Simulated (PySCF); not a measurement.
**sulfanylsilane (SiH4S): spin-spin couplings and electronic excitations at several levels of theory, part 1 of 2**

Aim: compute the spin-spin couplings and electronic excitations of sulfanylsilane (SiH4S) (`[SiH3]S`) at several levels, and see how far they spread and what each costs.

The runs use PySCF 2.14.0, with density-fitted response routines of our own; the level of theory stands in each step. All values are computed, except where a source is named. Atoms count from 0, in the outputs and in this text.

### 1 The molecule as given

6 atoms, charge 0, multiplicity 1; geometry from: PBE0-D3(BJ)/def2-SVP.

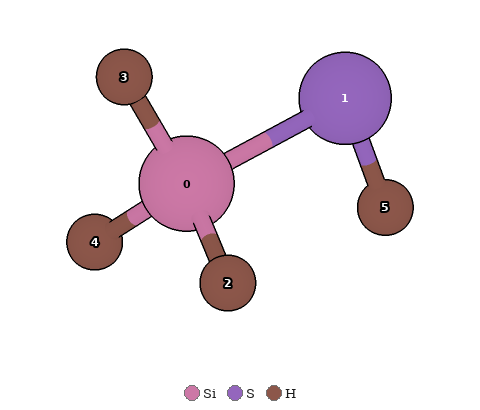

The starting geometry (silicon pink, sulfur purple, hydrogen brown), atoms numbered.

### 2 Spin-spin couplings: B3LYP/aug-cc-pVTZ-J

What the job is given:

```
{"job": {"kind": "j", "xc": "B3LYP", "basis": "aug-cc-pVTZ-J"}, "charge": 0, "multiplicity": 1}
Si    -0.494789    -0.117101     0.001718
S      1.468327     0.731784    -0.193556
H     -0.720892    -0.690945     1.361961
H     -1.428256     1.021715    -0.225762
H     -0.745382    -1.185646    -1.011297
H      2.121227    -0.429046     0.034864
```

With the program's defaults for keys left out, this is: B3LYP/aug-cc-pVTZ-J indirect spin-spin coupling, non-relativistic, gas phase.

The run is started by

```sh
$ OMP_NUM_THREADS=1 python probes_run.py task.json out
```

This one command runs all jobs of the session in turn.

Log:

```text
coarse grid: 5728 points
cycle   1  E = -690.1717759938  dE = -1.609e-01  |g| = 2.623e-01  |ddm| = 3.389e+00
cycle   2  E = -690.1694998285  dE =  2.276e-03  |g| = 2.456e-01  |ddm| = 4.934e-01
cycle   3  E = -690.1850721173  dE = -1.557e-02  |g| = 5.623e-02  |ddm| = 2.256e-01
cycle   4  E = -690.1856903494  dE = -6.182e-04  |g| = 5.957e-03  |ddm| = 5.654e-02
cycle   5  E = -690.1856949944  dE = -4.645e-06  |g| = 2.984e-03  |ddm| = 6.629e-03
final grid: 45160 points
cycle   6  E = -690.1917804330  dE = -9.606e-06  |g| = 4.037e-03  |ddm| = 1.158e-01
cycle   7  E = -690.1917795713  dE =  8.617e-07  |g| = 3.950e-03  |ddm| = 6.561e-03
cycle   8  E = -690.1917831654  dE = -3.594e-06  |g| = 4.803e-04  |ddm| = 2.988e-03
cycle   9  E = -690.1917832142  dE = -4.879e-08  |g| = 8.394e-05  |ddm| = 5.094e-04
cycle  10  E = -690.1917832158  dE = -1.609e-09  |g| = 2.276e-05  |ddm| = 8.381e-05
cycle  11  E = -690.1917832159  dE = -1.398e-10  |g| = 5.724e-06  |ddm| = 2.009e-05
converged SCF energy = -690.1917832159

Indirect spin-spin couplings (Hz)
  i      j    bonds     total        FC       PSO       DSO        SD
  0 Si   1 S    1     24.784    23.168     3.385    -0.005    -1.764
  0 Si   2 H    1   -235.920  -236.271     0.736    -0.154    -0.231
  0 Si   3 H    1   -228.982  -229.268     0.670    -0.162    -0.222
  0 Si   4 H    1   -236.027  -236.378     0.736    -0.154    -0.231
  0 Si   5 H    2      5.660     5.302     0.294     0.116    -0.052
  1 S    2 H    2      0.971     1.077     0.056    -0.090    -0.072
  1 S    3 H    2     11.964    11.983     0.072    -0.064    -0.026
  1 S    4 H    2      0.927     1.033     0.057    -0.091    -0.072
  1 S    5 H    1     21.661    15.979     5.475     0.055     0.154
  2 H    3 H    2      8.251     8.401     1.819    -2.043     0.073
  2 H    4 H    2     19.525    19.665     1.739    -1.958     0.079
  2 H    5 H    3      2.241     2.308     0.154    -0.221     0.001
  3 H    4 H    2      8.215     8.365     1.820    -2.044     0.073
  3 H    5 H    3     14.893    15.015     2.487    -2.616     0.007
  4 H    5 H    3      2.348     2.413     0.141    -0.208     0.002
```

Run time: 16 s. Hardware: 1 thread of Arm Neoverse V1, shared host; peak memory 0.72 GiB.

Couplings of 1 Hz or more, nine at most for each number of bonds, with means over like pairs (isotopes 1H, 33S, 29Si):

| pair | bonds | J (Hz) | Fermi contact (Hz) |
| --- | --- | --- | --- |
| Si0–H2 | 1 | -233.6 | -234.0 |
| Si0–S1 | 1 | 24.8 | 23.2 |
| S1–H5 | 1 | 21.7 | 16.0 |
| H2–H3 | 2 | 12.0 | 12.1 |
| Si0–H5 | 2 | 5.7 | 5.3 |
| S1–H2 | 2 | 4.6 | 4.7 |
| H2–H5 | 3 | 6.5 | 6.6 |

Quadrupole couplings from the field gradients of the same density:

| atom | isotope | eQq/h (MHz) | η |
| --- | --- | --- | --- |
| S1 | 33S | 34.3 | 0.73 |

### 3 Indirect couplings: B3LYP/def2-TZVP

Same as in step 2 but for these lines:

```diff
@@ -1,2 +1,2 @@
-{"job": {"kind": "j", "xc": "B3LYP", "basis": "aug-cc-pVTZ-J"}, "charge": 0, "multiplicity": 1}
+{"job": {"kind": "j", "xc": "B3LYP", "basis": "def2-TZVP"}, "charge": 0, "multiplicity": 1}
 Si    -0.494789    -0.117101     0.001718
```

Level: B3LYP/def2-TZVP indirect spin-spin coupling, non-relativistic, gas phase.

Log:

```text
coarse grid: 5728 points
cycle   1  E = -690.1623677690  dE = -1.215e-01  |g| = 2.238e-01  |ddm| = 1.695e+00
cycle   2  E = -690.1601639014  dE =  2.204e-03  |g| = 2.429e-01  |ddm| = 4.429e-01
cycle   3  E = -690.1762323093  dE = -1.607e-02  |g| = 2.842e-02  |ddm| = 2.462e-01
cycle   4  E = -690.1763901212  dE = -1.578e-04  |g| = 5.339e-03  |ddm| = 2.269e-02
cycle   5  E = -690.1763970689  dE = -6.948e-06  |g| = 2.846e-03  |ddm| = 6.933e-03
final grid: 45160 points
cycle   6  E = -690.1716479999  dE = -2.344e-06  |g| = 3.397e-03  |ddm| = 7.216e-03
cycle   7  E = -690.1716470540  dE =  9.459e-07  |g| = 3.642e-03  |ddm| = 5.542e-03
cycle   8  E = -690.1716510957  dE = -4.042e-06  |g| = 2.605e-04  |ddm| = 3.117e-03
cycle   9  E = -690.1716511089  dE = -1.318e-08  |g| = 5.619e-05  |ddm| = 2.381e-04
cycle  10  E = -690.1716511098  dE = -8.893e-10  |g| = 9.155e-06  |ddm| = 6.496e-05
converged SCF energy = -690.1716511098

Indirect spin-spin couplings (Hz)
  i      j    bonds     total        FC       PSO       DSO        SD
  0 Si   1 S    1     16.373    14.629     3.554    -0.005    -1.804
  0 Si   2 H    1   -184.939  -185.196     0.733    -0.158    -0.317
  0 Si   3 H    1   -181.173  -181.359     0.658    -0.165    -0.307
  0 Si   4 H    1   -185.035  -185.294     0.733    -0.158    -0.317
  0 Si   5 H    2      5.485     5.052     0.356     0.113    -0.036
  1 S    2 H    2      1.391     1.522     0.019    -0.089    -0.061
  1 S    3 H    2      9.764     9.810     0.050    -0.064    -0.031
  1 S    4 H    2      1.354     1.485     0.020    -0.089    -0.062
  1 S    5 H    1     23.723    18.019     5.437     0.066     0.201
  2 H    3 H    2      5.716     6.580     1.120    -2.029     0.045
  2 H    4 H    2     15.071    15.881     1.087    -1.944     0.048
  2 H    5 H    3      1.847     1.885     0.178    -0.217     0.001
  3 H    4 H    2      5.686     6.551     1.121    -2.030     0.044
  3 H    5 H    3     11.366    12.499     1.465    -2.608     0.009
  4 H    5 H    3      1.942     1.974     0.171    -0.204     0.001
```

It took 5.5 s on 1 thread of Arm Neoverse V1, shared host; peak memory 0.47 GiB.

This basis has no tight s functions, so the Fermi-contact terms are rough.

This run: J(Si0,H2) -183.7 Hz, J(S1,H5) 23.7 Hz, J(Si0,S1) 16.4 Hz (means over like pairs).

### 4 Spin-spin couplings: B3LYP/cc-pVTZ

Same as in step 3 but for these lines:

```diff
@@ -1,2 +1,2 @@
-{"job": {"kind": "j", "xc": "B3LYP", "basis": "def2-TZVP"}, "charge": 0, "multiplicity": 1}
+{"job": {"kind": "j", "xc": "B3LYP", "basis": "cc-pVTZ"}, "charge": 0, "multiplicity": 1}
 Si    -0.494789    -0.117101     0.001718
```

Level: B3LYP/cc-pVTZ indirect spin-spin coupling, non-relativistic, gas phase.

Log:

```text
coarse grid: 5728 points
cycle   1  E = -690.1577931943  dE = -1.132e-01  |g| = 2.242e-01  |ddm| = 4.041e+00
cycle   2  E = -690.1551271852  dE =  2.666e-03  |g| = 2.422e-01  |ddm| = 8.973e-01
cycle   3  E = -690.1720294302  dE = -1.690e-02  |g| = 2.470e-02  |ddm| = 4.201e-01
cycle   4  E = -690.1721987384  dE = -1.693e-04  |g| = 5.424e-03  |ddm| = 4.869e-02
cycle   5  E = -690.1722078112  dE = -9.073e-06  |g| = 2.273e-03  |ddm| = 1.244e-02
final grid: 45160 points
cycle   6  E = -690.1782834620  dE = -4.884e-06  |g| = 2.629e-03  |ddm| = 2.650e-02
cycle   7  E = -690.1782830020  dE =  4.599e-07  |g| = 2.766e-03  |ddm| = 7.584e-03
cycle   8  E = -690.1782854978  dE = -2.496e-06  |g| = 1.394e-04  |ddm| = 4.401e-03
cycle   9  E = -690.1782855035  dE = -5.715e-09  |g| = 4.645e-05  |ddm| = 3.119e-04
cycle  10  E = -690.1782855041  dE = -5.964e-10  |g| = 1.144e-05  |ddm| = 9.494e-05
converged SCF energy = -690.1782855041

Indirect spin-spin couplings (Hz)
  i      j    bonds     total        FC       PSO       DSO        SD
  0 Si   1 S    1     19.380    17.890     3.173    -0.006    -1.677
  0 Si   2 H    1   -173.383  -173.896     0.681    -0.154    -0.014
  0 Si   3 H    1   -169.337  -169.807     0.630    -0.161     0.001
  0 Si   4 H    1   -173.483  -173.997     0.682    -0.153    -0.014
  0 Si   5 H    2      5.381     4.898     0.417     0.113    -0.047
  1 S    2 H    2      1.216     1.422    -0.043    -0.089    -0.074
  1 S    3 H    2     10.200    10.290     0.004    -0.064    -0.031
  1 S    4 H    2      1.177     1.382    -0.042    -0.089    -0.074
  1 S    5 H    1     17.594    11.954     5.563     0.062     0.015
  2 H    3 H    2      5.241     6.283     0.919    -2.039     0.078
  2 H    4 H    2     14.583    15.554     0.899    -1.954     0.084
  2 H    5 H    3      1.858     1.874     0.204    -0.220     0.000
  3 H    4 H    2      5.212     6.255     0.920    -2.040     0.078
  3 H    5 H    3     11.057    12.547     1.115    -2.614     0.009
  4 H    5 H    3      1.956     1.964     0.198    -0.207     0.001
```

Wall time 7.3 s (1 thread of Arm Neoverse V1, shared host); peak memory 0.47 GiB.

The basis is not made for couplings: without tight functions at the nuclei these values are rough.

In short: J(Si0,H2) -172.1 Hz, J(Si0,S1) 19.4 Hz, J(S1,H5) 17.6 Hz (means over like pairs).

### 5 Indirect couplings: B3LYP/6-31G*

Same as in step 4 but for these lines:

```diff
@@ -1,2 +1,2 @@
-{"job": {"kind": "j", "xc": "B3LYP", "basis": "cc-pVTZ"}, "charge": 0, "multiplicity": 1}
+{"job": {"kind": "j", "xc": "B3LYP", "basis": "6-31G*"}, "charge": 0, "multiplicity": 1}
 Si    -0.494789    -0.117101     0.001718
```

Level: B3LYP/6-31G* indirect spin-spin coupling, non-relativistic, gas phase.

Log:

```text
coarse grid: 5728 points
cycle   1  E = -690.1239225270  dE = -9.972e-02  |g| = 2.148e-01  |ddm| = 2.045e+00
cycle   2  E = -690.1217515375  dE =  2.171e-03  |g| = 2.313e-01  |ddm| = 6.924e-01
cycle   3  E = -690.1408850650  dE = -1.913e-02  |g| = 1.441e-02  |ddm| = 3.869e-01
cycle   4  E = -690.1409693234  dE = -8.426e-05  |g| = 5.089e-03  |ddm| = 3.365e-02
cycle   5  E = -690.1409792531  dE = -9.930e-06  |g| = 1.011e-03  |ddm| = 8.928e-03
final grid: 45160 points
cycle   6  E = -690.0991193428  dE = -7.551e-07  |g| = 9.032e-04  |ddm| = 4.471e-03
cycle   7  E = -690.0991193749  dE = -3.203e-08  |g| = 8.754e-04  |ddm| = 2.706e-03
cycle   8  E = -690.0991196497  dE = -2.748e-07  |g| = 7.619e-05  |ddm| = 1.361e-03
cycle   9  E = -690.0991196517  dE = -2.068e-09  |g| = 1.343e-05  |ddm| = 1.411e-04
cycle  10  E = -690.0991196518  dE = -6.162e-11  |g| = 3.571e-06  |ddm| = 2.359e-05
converged SCF energy = -690.0991196518

Indirect spin-spin couplings (Hz)
  i      j    bonds     total        FC       PSO       DSO        SD
  0 Si   1 S    1     11.687    10.092     3.190    -0.006    -1.590
  0 Si   2 H    1   -199.033  -199.282     0.884    -0.182    -0.453
  0 Si   3 H    1   -197.208  -197.431     0.863    -0.189    -0.451
  0 Si   4 H    1   -199.107  -199.357     0.884    -0.182    -0.453
  0 Si   5 H    2      4.861     4.467     0.297     0.104    -0.007
  1 S    2 H    2      1.155     1.254     0.031    -0.087    -0.043
  1 S    3 H    2      9.070     9.118     0.039    -0.062    -0.026
  1 S    4 H    2      1.121     1.221     0.031    -0.087    -0.043
  1 S    5 H    1     25.765    21.132     4.212     0.081     0.339
  2 H    3 H    2      4.095     5.712     0.321    -1.964     0.025
  2 H    4 H    2     14.373    15.907     0.308    -1.877     0.035
  2 H    5 H    3      1.755     1.925     0.002    -0.187     0.015
  3 H    4 H    2      4.068     5.687     0.321    -1.965     0.025
  3 H    5 H    3     11.460    13.483     0.550    -2.571    -0.002
  4 H    5 H    3      1.859     2.018    -0.001    -0.174     0.016
```

Wall time 2.2 s (1 thread of Arm Neoverse V1, shared host); peak memory 0.47 GiB.

This basis has no tight s functions, so the Fermi-contact terms are rough.

In short: J(Si0,H2) -198.4 Hz, J(S1,H5) 25.8 Hz, J(Si0,S1) 11.7 Hz (means over like pairs).

### 6 Excited states and response: HF/def2-SVPD

Same as in step 5 but for these lines:

```diff
@@ -1,2 +1,2 @@
-{"job": {"kind": "j", "xc": "B3LYP", "basis": "6-31G*"}, "charge": 0, "multiplicity": 1}
+{"job": {"kind": "uv", "xc": "HF", "basis": "def2-SVPD", "ip": true}, "charge": 0, "multiplicity": 1}
 Si    -0.494789    -0.117101     0.001718
```

Method: TDDFT HF/def2-SVPD, vertical, gas phase, core orbitals frozen in the response.

Log:

```text
final grid: 45160 points
cycle   1  E = -688.5692092460  dE = -2.197e-01  |g| = 2.642e-01  |ddm| = 2.166e+00
cycle   2  E = -688.5991865069  dE = -2.998e-02  |g| = 8.649e-02  |ddm| = 5.250e-01
cycle   3  E = -688.6023598429  dE = -3.173e-03  |g| = 2.612e-02  |ddm| = 2.116e-01
cycle   4  E = -688.6028000087  dE = -4.402e-04  |g| = 4.750e-03  |ddm| = 9.863e-02
cycle   5  E = -688.6028177851  dE = -1.778e-05  |g| = 1.407e-03  |ddm| = 1.521e-02
cycle   6  E = -688.6028196717  dE = -1.887e-06  |g| = 3.445e-04  |ddm| = 4.027e-03
cycle   7  E = -688.6028197793  dE = -1.077e-07  |g| = 5.005e-05  |ddm| = 1.208e-03
cycle   8  E = -688.6028197817  dE = -2.360e-09  |g| = 1.198e-05  |ddm| = 1.860e-04
cycle   9  E = -688.6028197818  dE = -1.421e-10  |g| = 2.496e-06  |ddm| = 4.720e-05
converged SCF energy = -688.6028197818

Static polarisability (au): isotropic 48.179, principal 43.907 44.346 56.284

Singlet excitations
state   eV       nm        f      main configurations
  1   6.5247    190.0   0.00270   H->L 0.37, H->L+7 0.37, H->L+1 0.09
  2   7.0382    176.2   0.04824   H->L 0.41, H->L+1 0.32, H->L+7 0.10
  3   8.3851    147.9   0.00098   H->L+5 0.54, H->L+3 0.17, H->L+7 0.11
  4   8.5469    145.1   0.00772   H->L+2 0.45, H->L+1 0.21, H->L+7 0.09
  5   8.6763    142.9   0.02234   H->L+6 0.55, H-1->L+7 0.15, H-1->L 0.09
  6   8.8602    139.9   0.00227   H->L+2 0.28, H->L+7 0.18, H->L 0.13
  7   8.8711    139.8   0.11011   H-1->L 0.47, H->L+4 0.20, H->L+6 0.11
  8   8.9263    138.9   0.00952   H->L+3 0.46, H->L+5 0.20, H->L+2 0.17
  9   9.0532    137.0   0.09295   H->L+4 0.62, H-1->L 0.14
 10   9.4976    130.5   0.21795   H-1->L+1 0.21, H->L+6 0.14, H-1->L+7 0.13

Triplet excitations (Tamm-Dancoff, eV): 5.9133 6.4996 7.3664 7.7807
Vertical ionisation energy (delta-SCF) = 8.9525 eV
```

It took 1.1 s on 1 thread of Arm Neoverse V1, shared host; peak memory 0.47 GiB.

Frontier orbitals and where they lie:

| orbital | eV | atoms |
| --- | --- | --- |
| HOMO−3 | -13.70 | Si0 41 %, H2 23 %, H4 23 % |
| HOMO−2 | -13.28 | Si0 38 %, H3 35 %, S1 12 % |
| HOMO−1 | -12.35 | S1 65 %, Si0 20 %, H5 5 % |
| HOMO | -10.35 | S1 76 %, Si0 11 %, H5 6 % |
| LUMO | 2.16 | S1 53 %, Si0 24 %, H5 13 % |
| LUMO+1 | 2.31 | Si0 43 %, S1 28 %, H4 10 % |
| LUMO+2 | 2.96 | S1 86 %, Si0 7 % |

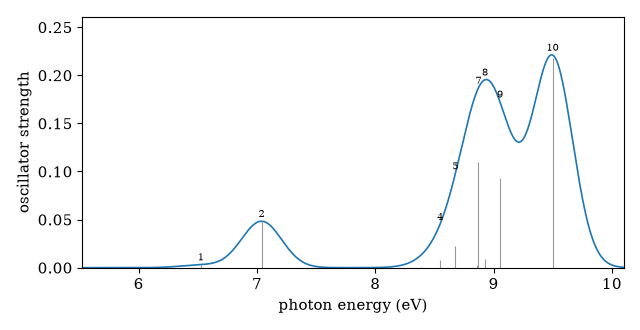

Absorption spectrum from the 10 singlet states computed; above the last one it falls off for lack of states. Lines are broadened to a width of 0.40 eV (Gaussian).

Further results of this job:

| property | computed |
| --- | --- |
| dipole moment (D) | 1.22 |
| polarisability (Å³) | 7.14 |
| HOMO–LUMO gap (eV) | 12.51 |
| −ε(HOMO) (eV) | 10.35 |

### 7 Excited states and response: LDA/def2-SVPD

Same as in step 6 but for these lines:

```diff
@@ -1,2 +1,2 @@
-{"job": {"kind": "uv", "xc": "HF", "basis": "def2-SVPD", "ip": true}, "charge": 0, "multiplicity": 1}
+{"job": {"kind": "uv", "xc": "LDA", "basis": "def2-SVPD", "ip": true}, "charge": 0, "multiplicity": 1}
 Si    -0.494789    -0.117101     0.001718
```

Method: TDDFT LDA/def2-SVPD, vertical, gas phase, core orbitals frozen in the response.

Log:

```text
coarse grid: 5728 points
cycle   1  E = -687.2327610685  dE = -8.557e-02  |g| = 2.088e-01  |ddm| = 2.403e+00
cycle   2  E = -687.2186125799  dE =  1.415e-02  |g| = 2.957e-01  |ddm| = 7.754e-01
cycle   3  E = -687.2470598489  dE = -2.845e-02  |g| = 3.565e-02  |ddm| = 4.946e-01
cycle   4  E = -687.2475323429  dE = -4.725e-04  |g| = 1.229e-02  |ddm| = 7.659e-02
cycle   5  E = -687.2475937663  dE = -6.142e-05  |g| = 3.060e-03  |ddm| = 2.148e-02
cycle   6  E = -687.2475972514  dE = -3.485e-06  |g| = 3.868e-04  |ddm| = 5.117e-03
final grid: 45160 points
cycle   7  E = -687.3222721610  dE = -2.248e-06  |g| = 8.736e-04  |ddm| = 2.309e-02
cycle   8  E = -687.3222721379  dE =  2.305e-08  |g| = 8.191e-04  |ddm| = 2.527e-03
cycle   9  E = -687.3222723579  dE = -2.200e-07  |g| = 1.329e-04  |ddm| = 1.428e-03
cycle  10  E = -687.3222723645  dE = -6.586e-09  |g| = 4.509e-05  |ddm| = 2.685e-04
cycle  11  E = -687.3222723653  dE = -8.006e-10  |g| = 8.294e-06  |ddm| = 7.550e-05
converged SCF energy = -687.3222723653

Static polarisability (au): isotropic 54.043, principal 48.815 48.945 64.371

Singlet excitations
state   eV       nm        f      main configurations
  1   5.3681    231.0   0.02359   H->L 0.99
  2   5.6800    218.3   0.00139   H->L+1 0.99
  3   6.3998    193.7   0.00037   H->L+2 0.99
  4   6.7041    184.9   0.01746   H->L+3 0.93
  5   6.7452    183.8   0.00035   H->L+4 0.98
  6   7.3000    169.8   0.04704   H-1->L 0.86, H-1->L+1 0.08
  7   7.4257    167.0   0.01165   H->L+5 0.98
  8   7.6910    161.2   0.00981   H->L+6 0.96
  9   7.6943    161.1   0.00126   H-2->L 0.48, H-1->L+1 0.40
 10   7.8056    158.8   0.12080   H->L+7 0.88, H-1->L+1 0.09

Triplet excitations (Tamm-Dancoff, eV): 5.0773 5.4044 6.2872 6.3593
Vertical ionisation energy (delta-SCF) = 9.8448 eV
```

It took 4.2 s on 1 thread of Arm Neoverse V1, shared host; peak memory 0.47 GiB.

In short: HOMO -6.39 eV, LUMO -1.17 eV; lowest singlet 5.37 eV.

### 8 Excited states and response: PBE/def2-SVPD

Same as in step 7 but for these lines:

```diff
@@ -1,2 +1,2 @@
-{"job": {"kind": "uv", "xc": "LDA", "basis": "def2-SVPD", "ip": true}, "charge": 0, "multiplicity": 1}
+{"job": {"kind": "uv", "xc": "PBE", "basis": "def2-SVPD", "ip": true}, "charge": 0, "multiplicity": 1}
 Si    -0.494789    -0.117101     0.001718
```

With the program's defaults for keys left out, this is: TDDFT PBE/def2-SVPD, vertical, gas phase, core orbitals frozen in the response.

Log:

```text
coarse grid: 5728 points
cycle   1  E = -689.4522658759  dE = -9.212e-02  |g| = 2.000e-01  |ddm| = 2.482e+00
cycle   2  E = -689.4424662445  dE =  9.800e-03  |g| = 2.655e-01  |ddm| = 7.240e-01
cycle   3  E = -689.4653557448  dE = -2.289e-02  |g| = 3.673e-02  |ddm| = 4.517e-01
cycle   4  E = -689.4659001801  dE = -5.444e-04  |g| = 9.172e-03  |ddm| = 8.090e-02
cycle   5  E = -689.4659353895  dE = -3.521e-05  |g| = 2.587e-03  |ddm| = 1.642e-02
cycle   6  E = -689.4659378229  dE = -2.433e-06  |g| = 3.744e-04  |ddm| = 4.212e-03
final grid: 45160 points
cycle   7  E = -689.5589098553  dE = -4.310e-06  |g| = 4.828e-03  |ddm| = 3.651e-02
cycle   8  E = -689.5589002234  dE =  9.632e-06  |g| = 7.051e-03  |ddm| = 1.866e-02
cycle   9  E = -689.5589167479  dE = -1.652e-05  |g| = 5.523e-04  |ddm| = 1.175e-02
cycle  10  E = -689.5589168796  dE = -1.317e-07  |g| = 7.732e-05  |ddm| = 8.654e-04
cycle  11  E = -689.5589168821  dE = -2.457e-09  |g| = 1.137e-05  |ddm| = 1.543e-04
cycle  12  E = -689.5589168821  dE = -5.957e-11  |g| = 9.518e-07  |ddm| = 2.034e-05
converged SCF energy = -689.5589168821

Static polarisability (au): isotropic 52.950, principal 47.753 47.953 63.144

Singlet excitations
state   eV       nm        f      main configurations
  1   5.4779    226.3   0.02458   H->L 0.99
  2   5.7108    217.1   0.00201   H->L+1 0.99
  3   6.4814    191.3   0.00042   H->L+2 0.99
  4   6.7757    183.0   0.00030   H->L+4 0.94
  5   6.7980    182.4   0.01810   H->L+3 0.89
  6   7.3493    168.7   0.01067   H->L+5 0.99
  7   7.4089    167.3   0.05325   H-1->L 0.87, H-1->L+1 0.09
  8   7.5945    163.3   0.01102   H->L+6 0.99
  9   7.7283    160.4   0.05623   H->L+7 0.92
 10   7.8021    158.9   0.02513   H-2->L 0.45, H-1->L+1 0.43

Triplet excitations (Tamm-Dancoff, eV): 5.1411 5.3582 6.3513 6.3943
Vertical ionisation energy (delta-SCF) = 9.7257 eV
```

Run time: 6.4 s. Hardware: 1 thread of Arm Neoverse V1, shared host; peak memory 0.47 GiB.

In short: HOMO -6.33 eV, LUMO -0.98 eV; lowest singlet 5.48 eV.

### 9 Excited states and response: B3LYP/def2-SVPD

Same as in step 8 but for these lines:

```diff
@@ -1,2 +1,2 @@
-{"job": {"kind": "uv", "xc": "PBE", "basis": "def2-SVPD", "ip": true}, "charge": 0, "multiplicity": 1}
+{"job": {"kind": "uv", "xc": "B3LYP", "basis": "def2-SVPD", "ip": true}, "charge": 0, "multiplicity": 1}
 Si    -0.494789    -0.117101     0.001718
```

Method: TDDFT B3LYP/def2-SVPD, vertical, gas phase, core orbitals frozen in the response.

Log:

```text
coarse grid: 5728 points
cycle   1  E = -689.8502570584  dE = -1.191e-01  |g| = 1.983e-01  |ddm| = 2.399e+00
cycle   2  E = -689.8478702392  dE =  2.387e-03  |g| = 2.161e-01  |ddm| = 6.402e-01
cycle   3  E = -689.8632779550  dE = -1.541e-02  |g| = 1.767e-02  |ddm| = 3.572e-01
cycle   4  E = -689.8634000803  dE = -1.221e-04  |g| = 3.485e-03  |ddm| = 4.079e-02
cycle   5  E = -689.8634050176  dE = -4.937e-06  |g| = 1.271e-03  |ddm| = 7.803e-03
final grid: 45160 points
cycle   6  E = -689.9346053719  dE = -2.041e-06  |g| = 1.244e-03  |ddm| = 1.587e-02
cycle   7  E = -689.9346053262  dE =  4.567e-08  |g| = 1.275e-03  |ddm| = 3.407e-03
cycle   8  E = -689.9346059396  dE = -6.134e-07  |g| = 5.250e-05  |ddm| = 1.788e-03
cycle   9  E = -689.9346059407  dE = -1.034e-09  |g| = 1.457e-05  |ddm| = 1.203e-04
cycle  10  E = -689.9346059408  dE = -7.844e-11  |g| = 3.031e-06  |ddm| = 2.772e-05
converged SCF energy = -689.9346059408

Static polarisability (au): isotropic 51.629, principal 46.773 46.866 61.250

Singlet excitations
state   eV       nm        f      main configurations
  1   5.7637    215.1   0.02246   H->L 0.94
  2   5.9345    208.9   0.00864   H->L+1 0.90
  3   6.9277    179.0   0.00043   H->L+2 0.99
  4   7.1734    172.8   0.00051   H->L+3 0.96
  5   7.2363    171.3   0.01553   H->L+4 0.91
  6   7.6644    161.8   0.00807   H->L+5 0.98
  7   7.7480    160.0   0.07908   H-1->L 0.89
  8   7.8847    157.2   0.01315   H->L+6 0.98
  9   8.0563    153.9   0.07981   H->L+7 0.94
 10   8.1961    151.3   0.03791   H-2->L 0.45, H-1->L+1 0.41

Triplet excitations (Tamm-Dancoff, eV): 5.3897 5.5747 6.7940 6.8128
Vertical ionisation energy (delta-SCF) = 9.8801 eV
```

It took 5.3 s on 1 thread of Arm Neoverse V1, shared host; peak memory 0.47 GiB.

This run: HOMO -7.29 eV, LUMO -0.45 eV; lowest singlet 5.76 eV.

(Continued in part 2 of 2.)
